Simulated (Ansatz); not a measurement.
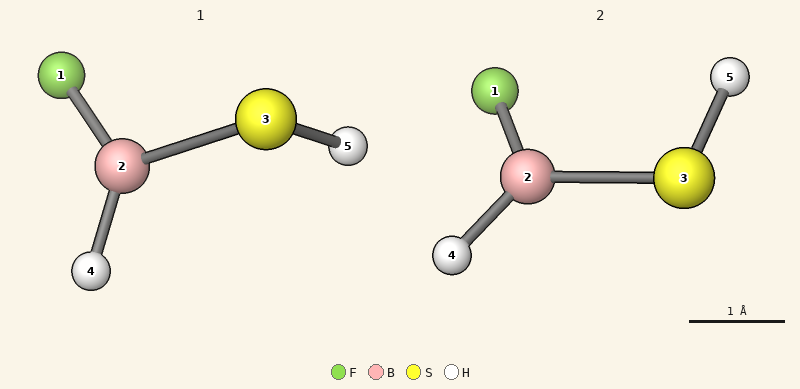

Two geometries of BH$_{2}$SF, drawn at one scale. One is the start of a relaxation, the other its converged end. Style: ball-and-stick. Shown at a tilt.

Theory: RKS B3LYP-D4/def2-SVP in Ansatz 0.2.0. Settings: no spin polarisation; force threshold 0.015 eV/Å; at most 40 steps.

Question: Which of the two is the end point?

Answer: Structure 2 is the relaxed one. The run prepares an end point of a later path (torsion) calculation, from a guessed geometry. The atom that moves furthest after the best rigid fit is H5 (0.76 Å). Largest moves by element: H 0.76 Å, S 0.69 Å, F 0.41 Å, B 0.13 Å. Some distances before and after: F1–B2 1.397 → 1.326 Å, B2–S3 1.858 → 1.799 Å, B2–H4 1.156 → 1.204 Å, S3–H5 1.389 → 1.355 Å. Among the angles between lasting bonds that change: F1–B2–H4 123.9° → 119.8°, B2–S3–H5 93.5° → 96.6°, F1–B2–S3 119.0° → 121.3°. Groups turn about B2–S3 by about 90°. After 10 accepted moves (12 points after the start) the energy has fallen by 0.813 eV. Largest force component: 3.2 eV/Å at the start, 0.0057 eV/Å at the end. The line search rejected the trial steps at points 1, 8 of the run.
